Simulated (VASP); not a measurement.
System: Tl2CdGeIr4 (amorphous cell).

```
CELL_PARAMETERS angstrom
6.31475 -1.14819 -1.06454
-0.08429 5.49268 -0.29913
0.56139 1.22857 4.98793
ATOMIC_POSITIONS crystal
Tl 0.69773 0.10397 0.94821
Tl 0.21034 0.03160 0.85453
Cd 0.16727 0.55663 0.68745
Ge 0.73591 0.35372 0.39835
Ir 0.39112 0.41654 0.27939
Ir 0.03665 0.98536 0.30943
Ir 0.47833 0.89479 0.48586
Ir 0.84034 0.65578 0.96302
```

Not relaxed (largest force 1.4 eV/Å); computed pressure about −10 GPa in this cell.

Theory: Kohn-Sham DFT of a periodic cell, PBE, VASP PAW PBE potentials, recommended in VASP.

**Predict the valence pseudo-density and electron localisation function between the atoms.**

Cd–Ir (2.64 Å): ρ is about 0.4 e/Å³ halfway; the ELF is about 0.30 at the midpoint; no shared electron pair shows on this line.

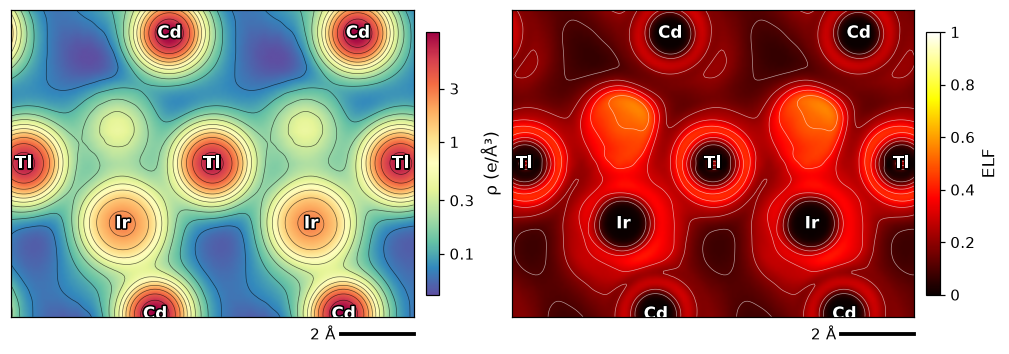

Computed valence pseudo-density and electron localisation function on the (11̄0) plane of the calculation cell, in this order. Atoms just off the plane (Ge, 0.9 Å away) can leave unmarked features too.

In a PAW calculation such maps are meaningful between the atoms, not at the nuclei.
